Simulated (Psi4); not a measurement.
# A ladder of methods for GeICl3 (SMILES [Cl][Ge]([Cl])([Cl])[I])

GeICl3: 5 atoms, total charge 0, spin state singlet. SMILES: `[Cl][Ge]([Cl])([Cl])[I]`. The shape was relaxed beforehand at PBE0/def2-TZVP.

```xyz
5

Cl   -1.4138   -0.6180    1.4685
Ge    0.0020   -0.0320   -0.0027
Cl    1.9382   -0.5678    0.6874
Cl   -0.4001   -1.1144   -1.7863
I    -0.1280    2.4061   -0.4172
```

Each level gives the dipole moment (D). The values are calculated.

| level | kind | program | value (D) |
| --- | --- | --- | --- |
| PBE-D4/def2-TZVPP (density fitting, core potential) | GGA | Psi4 | 0.98 |
| r2SCAN-D4/def2-TZVPP (density fitting, core potential) | meta-GGA | Psi4 | 1.00 |
| B3LYP-D4/def2-TZVPP (density fitting, core potential) | global hybrid | Psi4 | 1.03 |
| PBE0-D4/def2-TZVPP (density fitting, core potential) | global hybrid | Psi4 | 1.03 |
| wB97M-V/def2-TZVPP (density fitting, core potential) | range-separated hybrid | Psi4 | 1.00 |

The values span 0.98 to 1.03 D. Magnitudes only.

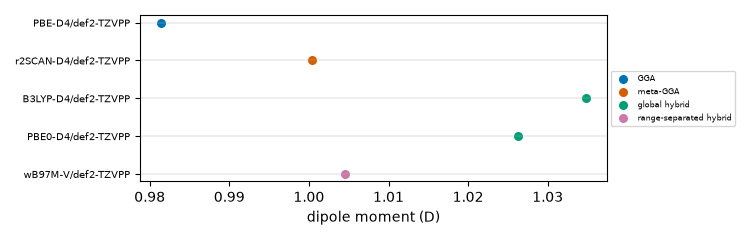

The values of the table, level by level.
